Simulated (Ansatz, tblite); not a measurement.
**Ge21H28 ring sphere (Ge₂₁H₂₈): charged states by level of theory**

What does removing or adding an electron cost or gain for Ge21H28 ring sphere (Ge₂₁H₂₈)? Each charged state is run at several levels.

The runs use Ansatz 0.2.0, Gaussian basis; as each input shows.

The runs, in order: charge +1 doublet, at the geometry of the singlet (PBE0-D4/def2-TZVP, PBE-D4/def2-TZVP); charge -1 doublet, at the geometry of the singlet (PBE0-D4/def2-TZVP, PBE-D4/def2-TZVP); the starting singlet's energies come from earlier runs.

1 further run of the same task is left out (set aside as unsound or not needed).

## 1. The geometry

The singlet was relaxed beforehand with r2SCAN-D4/def2-SVP.

49 atoms, charge 0, spin multiplicity 1.

Atoms are counted from 1 here; the program's logs count them from 0.

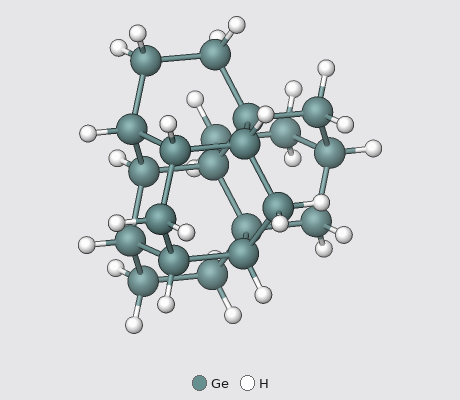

The structure; germanium teal, hydrogen white.

## 2. Charge +1 doublet at the fixed geometry, PBE0-D4/def2-TZVP

in.yaml reads:

```yaml
crystal:
  periodic: [false, false, false]
  atoms:
    - {symbol: Ge, position_ang: [-2.952820, -1.696696, -3.403750]}
    - {symbol: Ge, position_ang: [-2.927996, -1.686036, -0.966152]}
    - {symbol: Ge, position_ang: [1.008457, -3.984291, -0.167071]}
    - {symbol: Ge, position_ang: [0.995873, -4.006720, 2.270417]}
    - {symbol: Ge, position_ang: [1.004883, -1.690540, -3.449265]}
    - {symbol: Ge, position_ang: [-0.985161, -0.565148, -4.269303]}
    - {symbol: Ge, position_ang: [1.027414, -1.701039, -1.004937]}
    - {symbol: Ge, position_ang: [-0.944166, -0.545166, -0.143680]}
    - {symbol: Ge, position_ang: [1.028606, -1.727840, 3.113044]}
    - {symbol: Ge, position_ang: [-0.940759, -0.545217, 2.309055]}
    - {symbol: Ge, position_ang: [-0.959273, 1.719940, -3.446671]}
    - {symbol: Ge, position_ang: [-0.957879, 1.741403, -1.002280]}
    - {symbol: Ge, position_ang: [-2.946104, 2.863329, -0.163462]}
    - {symbol: Ge, position_ang: [-0.979886, 1.750754, 3.115446]}
    - {symbol: Ge, position_ang: [-2.970646, 2.861503, 2.274054]}
    - {symbol: Ge, position_ang: [3.001429, -0.549468, -0.159934]}
    - {symbol: Ge, position_ang: [2.997284, -0.556331, 2.290072]}
    - {symbol: Ge, position_ang: [2.988510, 1.725868, -1.016428]}
    - {symbol: Ge, position_ang: [1.026167, 2.874646, -0.156110]}
    - {symbol: Ge, position_ang: [2.989325, 1.722342, 3.139344]}
    - {symbol: Ge, position_ang: [1.019351, 2.870404, 2.293808]}
    - {symbol: H, position_ang: [-2.982552, -3.148653, -3.919065]}
    - {symbol: H, position_ang: [-4.222062, -0.988286, -3.915453]}
    - {symbol: H, position_ang: [-2.944810, -3.131242, -0.429301]}
    - {symbol: H, position_ang: [-4.185100, -0.975032, -0.426394]}
    - {symbol: H, position_ang: [-0.236226, -4.715968, -0.708701]}
    - {symbol: H, position_ang: [2.252021, -4.728511, -0.693323]}
    - {symbol: H, position_ang: [-0.264763, -4.730691, 2.782950]}
    - {symbol: H, position_ang: [2.227224, -4.775068, 2.789738]}
    - {symbol: H, position_ang: [1.039485, -3.146240, -3.959107]}
    - {symbol: H, position_ang: [2.267219, -0.980986, -3.979405]}
    - {symbol: H, position_ang: [-1.004530, -0.575222, -5.814331]}
    - {symbol: H, position_ang: [1.039136, -1.719334, 4.658940]}
    - {symbol: H, position_ang: [-2.214956, -1.281153, 2.789603]}
    - {symbol: H, position_ang: [-2.200933, 2.481089, -3.955677]}
    - {symbol: H, position_ang: [0.288121, 2.456405, -3.975473]}
    - {symbol: H, position_ang: [-4.200920, 2.149056, -0.704956]}
    - {symbol: H, position_ang: [-2.972041, 4.312620, -0.688826]}
    - {symbol: H, position_ang: [-0.967482, 1.754121, 4.661351]}
    - {symbol: H, position_ang: [-4.226926, 2.129740, 2.786222]}
    - {symbol: H, position_ang: [-3.021861, 4.311444, 2.794942]}
    - {symbol: H, position_ang: [4.266406, -1.285636, -0.659053]}
    - {symbol: H, position_ang: [4.266266, -1.290721, 2.779614]}
    - {symbol: H, position_ang: [2.922851, 1.689734, -2.557972]}
    - {symbol: H, position_ang: [4.278941, 2.469290, -0.613758]}
    - {symbol: H, position_ang: [1.020884, 4.338884, -0.653264]}
    - {symbol: H, position_ang: [2.968650, 1.708621, 4.681274]}
    - {symbol: H, position_ang: [4.266529, 2.460351, 2.687290]}
    - {symbol: H, position_ang: [1.018781, 4.335702, 2.785949]}
basis:
  gaussian: {orbitals: def2-TZVP, fitting: {mean_field: def2-universal-jkfit}}
total_charge: 1
magnetization: {spin_polarized: true, initial_magnetization: 1}
hamiltonian: {xc: pbe0, dispersion: d4}
scf: {omitted_lower_state_checks: [starts]}
output: {orbitals: {seedname: orbitals}}
```

On the command line:

```
$ ansatz run in.yaml --threads 11 --pin off --events-out ev --progress --plain --max-ram 174080MiB --backend cuda --devices 0, --max-vram 75GiB
```

The log of the run:

```text
Functional definition: PBE0
  name "PBE0"
  cite "Adamo & Barone, J. Chem. Phys. 110, 6158 (1999) doi:10.1063/1.478522"
  cite "Perdew, Burke & Ernzerhof, Phys. Rev. Lett. 77, 3865 (1996) doi:10.1103/PhysRevLett.77.3865"
  parent pbe
  parameter a = 0.25
  parameter kappa = 0.804
  parameter beta = 0.06672455060314922
  exchange = (1 - a)*pbe_x(kappa = kappa, mu = beta*pi^2/3) + a*exact_x
  correlation = pbe_c(beta = beta)
these checks for a lower state are left out or cut short: starts
6090 factors; integrals over basis functions are off by at most 6.0e-1 eV
mean field evaluation 1: about -1187193.2856 eV, gradient 4.4e1 eV
mean field evaluation 2: about -1187193.5456 eV, gradient 4.4e1 eV
mean field evaluation 4: about -1187196.3074 eV, gradient 5.7e0 eV
mean field evaluation 8: about -1187196.4549 eV, gradient 5.0e-1 eV
mean field evaluation 16: about -1187196.4583 eV, gradient 1.1e-2 eV
mean field evaluation 32: about -1187196.4583 eV, gradient 4.6e-5 eV
mean field -1187196.45829104 eV, -43628.6651315339 hartree, gradient 2.3e-6 eV, S^2 0.753618; 0 other end points of the search recorded, 0 dependent functions left out
reference -1187196.45837370 eV, -43628.6651345717 hartree; 350, 349 occupied and 826, 827 virtual orbitals, 6090 factors
Total energy: -1187199.64441333 eV, -43628.7822193686 hartree
Checks for a lower state left out: starts
```

It took 52 s on 1 × H100 with 11 threads of AMD EPYC 7R13, shared host; peak host memory 2.1 GiB.

From the report: HOMO -9.56 eV, LUMO -8.61 eV (over both spins); ⟨S²⟩ 0.754 (pure: 0.75).

## 3. Charge +1 doublet at the fixed geometry, PBE-D4/def2-TZVP

start.molden holds the orbitals of an earlier run on this state, given as this run's starting guess.

Edit in.yaml of step 2 so:

```diff
@@ -53,6 +53,6 @@
 basis:
-  gaussian: {orbitals: def2-TZVP, fitting: {mean_field: def2-universal-jkfit}}
+  gaussian: {orbitals: def2-TZVP, fitting: {mean_field: def2-universal-jkfit}, initial_orbitals: start.molden}
 total_charge: 1
 magnetization: {spin_polarized: true, initial_magnetization: 1}
-hamiltonian: {xc: pbe0, dispersion: d4}
+hamiltonian: {xc: pbe, dispersion: d4}
 scf: {omitted_lower_state_checks: [starts]}
```

The command is unchanged.

The log of the run:

```text
Functional definition: PBE
  name "PBE"
  cite "Perdew, Burke & Ernzerhof, Phys. Rev. Lett. 77, 3865 (1996) doi:10.1103/PhysRevLett.77.3865"
  parent pbe
  parameter kappa = 0.804
  parameter beta = 0.06672455060314922
  exchange = pbe_x(kappa = kappa, mu = beta*pi^2/3)
  correlation = pbe_c(beta = beta)
these checks for a lower state are left out or cut short: starts
6090 factors; integrals over basis functions are off by at most 6.0e-1 eV
mean field evaluation 1: about -1187163.7146 eV, gradient 2.6e1 eV
mean field evaluation 2: about -1187164.8076 eV, gradient 1.4e0 eV
mean field evaluation 4: about -1187164.7664 eV, gradient 8.9e-2 eV
mean field evaluation 8: about -1187164.7667 eV, gradient 1.3e-3 eV
mean field evaluation 16: about -1187164.7667 eV, gradient 3.9e-5 eV
mean field -1187164.76668659 eV, -43627.5004865519 hartree, gradient 1.6e-6 eV, S^2 0.750831; 0 other end points of the search recorded, 0 dependent functions left out
reference -1187164.76679852 eV, -43627.5004906653 hartree; 350, 349 occupied and 826, 827 virtual orbitals, 6090 factors
Total energy: -1187168.24843994 eV, -43627.6284386273 hartree
Checks for a lower state left out: starts
```

It took 22 s on 1 × H100 with 11 threads of AMD EPYC 7R13, shared host; peak host memory 2.1 GiB.

HOMO -8.66 eV, LUMO -8.65 eV (over both spins); ⟨S²⟩ 0.751 (pure: 0.75).

## 4. Vertical ionisation energy

Charged state less starting state, singlet to doublet; the starting state's energies are those of its earlier runs.

| level | vertical ionisation energy (eV) | time |
| --- | --- | --- |
| PBE-D4/def2-TZVP | +7.30 | 32 s |
| PBE0-D4/def2-TZVP | +7.71 | 73 s |

Times add the two runs; a level without a time comes out of a correlated run.

Beside −ε(HOMO) of the starting state:

| level | −ε(HOMO) (eV) | by difference (eV) | mismatch (eV) |
| --- | --- | --- | --- |
| PBE-D4/def2-TZVP | 5.83 | 7.30 | -1.48 |
| PBE0-D4/def2-TZVP | 6.70 | 7.71 | -1.01 |

## 5. Charge -1 doublet at the fixed geometry, PBE0-D4/def2-TZVP

Edit in.yaml of step 3 so:

```diff
@@ -53,6 +53,6 @@
 basis:
-  gaussian: {orbitals: def2-TZVP, fitting: {mean_field: def2-universal-jkfit}, initial_orbitals: start.molden}
-total_charge: 1
+  gaussian: {orbitals: def2-TZVP, fitting: {mean_field: def2-universal-jkfit}}
+total_charge: -1
 magnetization: {spin_polarized: true, initial_magnetization: 1}
-hamiltonian: {xc: pbe, dispersion: d4}
+hamiltonian: {xc: pbe0, dispersion: d4}
 scf: {omitted_lower_state_checks: [starts]}
```

Same command.

The log of the run, shortened:

```text
Functional definition: PBE0
  name "PBE0"
  cite "Adamo & Barone, J. Chem. Phys. 110, 6158 (1999) doi:10.1063/1.478522"
  cite "Perdew, Burke & Ernzerhof, Phys. Rev. Lett. 77, 3865 (1996) doi:10.1103/PhysRevLett.77.3865"
  parent pbe
[...]
6090 factors; integrals over basis functions are off by at most 6.0e-1 eV
[...]
mean field -1187204.66801363 eV, -43628.9668332745 hartree, gradient 8.9e-6 eV, S^2 0.752104; 0 other end points of the search recorded, 0 dependent functions left out
reference -1187204.66809269 eV, -43628.9668361798 hartree; 351, 350 occupied and 825, 826 virtual orbitals, 6090 factors
Total energy: -1187207.97513029 eV, -43629.0883675701 hartree
Checks for a lower state left out: starts
```

Run time: 42 s. Hardware: 1 × H100 with 11 threads of AMD EPYC 7R13, shared host; peak host memory 2.2 GiB.

Report: HOMO 0.33 eV, LUMO 1.36 eV (over both spins); ⟨S²⟩ 0.752 (pure: 0.75). Doubts: highest occupied level lies above zero.

## 6. Charge -1 doublet at the fixed geometry, PBE-D4/def2-TZVP

Edit in.yaml of step 5 so:

```diff
@@ -53,6 +53,6 @@
 basis:
-  gaussian: {orbitals: def2-TZVP, fitting: {mean_field: def2-universal-jkfit}}
+  gaussian: {orbitals: def2-TZVP, fitting: {mean_field: def2-universal-jkfit}, initial_orbitals: start.molden}
 total_charge: -1
 magnetization: {spin_polarized: true, initial_magnetization: 1}
-hamiltonian: {xc: pbe0, dispersion: d4}
+hamiltonian: {xc: pbe, dispersion: d4}
 scf: {omitted_lower_state_checks: [starts]}
```

Same command.

The log of the run:

```text
Functional definition: PBE
  name "PBE"
  cite "Perdew, Burke & Ernzerhof, Phys. Rev. Lett. 77, 3865 (1996) doi:10.1103/PhysRevLett.77.3865"
  parent pbe
  parameter kappa = 0.804
  parameter beta = 0.06672455060314922
  exchange = pbe_x(kappa = kappa, mu = beta*pi^2/3)
  correlation = pbe_c(beta = beta)
these checks for a lower state are left out or cut short: starts
6090 factors; integrals over basis functions are off by at most 6.0e-1 eV
mean field evaluation 1: about -1187171.7500 eV, gradient 2.6e1 eV
mean field evaluation 2: about -1187172.8467 eV, gradient 1.3e0 eV
mean field evaluation 4: about -1187172.8066 eV, gradient 9.7e-2 eV
mean field evaluation 8: about -1187172.8073 eV, gradient 3.0e-4 eV
mean field evaluation 16: about -1187172.8073 eV, gradient 5.2e-6 eV
mean field -1187172.80731569 eV, -43627.7959742212 hartree, gradient 5.2e-6 eV, S^2 0.750975; 0 other end points of the search recorded, 0 dependent functions left out
reference -1187172.80741708 eV, -43627.7959779469 hartree; 351, 350 occupied and 825, 826 virtual orbitals, 6090 factors
Total energy: -1187176.42222108 eV, -43627.9288195437 hartree
Checks for a lower state left out: starts
```

It took 18 s on 1 × H100 with 11 threads of AMD EPYC 7R13, shared host; peak host memory 2.1 GiB.

From the report: HOMO 0.51 eV, LUMO 0.66 eV (over both spins); ⟨S²⟩ 0.751 (pure: 0.75). Doubts: highest occupied level lies above zero.

## 7. Vertical electron affinity

Starting state less charged state (positive: the electron is bound), singlet to doublet; the starting state's energies are those of its earlier runs.

| level | vertical electron affinity (eV) | time |
| --- | --- | --- |
| PBE-D4/def2-TZVP | +0.87 | 28 s |
| PBE0-D4/def2-TZVP | +0.62 | 64 s |

Times add the two runs; a level without a time comes out of a correlated run.

Beside −ε(LUMO) of the starting state:

| level | −ε(LUMO) (eV) | by difference (eV) | mismatch (eV) |
| --- | --- | --- | --- |
| PBE-D4/def2-TZVP | 2.11 | 0.87 | +1.25 |
| PBE0-D4/def2-TZVP | 1.43 | 0.62 | +0.82 |

## 8. What came out

| quantity | value |
| --- | --- |
| vertical ionisation energy, functionals in def2-TZVP | 7.30 (PBE-D4) to 7.71 eV (PBE0-D4) |
| vertical electron affinity, functionals in def2-TZVP | 0.62 (PBE0-D4) to 0.87 eV (PBE-D4) |

In words: The vertical ionisation energy spans 7.30 to 7.71 eV over the functionals. −ε(HOMO) misses the level's own difference by -1.01 eV at best (PBE0-D4) and -1.48 eV at worst (PBE-D4). The vertical electron affinity spans 0.62 to 0.87 eV over the functionals. The anion's highest level lies above zero where self-interaction lifts it, so diffuse functions weigh on these values. −ε(LUMO) misses the level's own difference by +0.82 eV at best (PBE0-D4) and +1.25 eV at worst (PBE-D4).
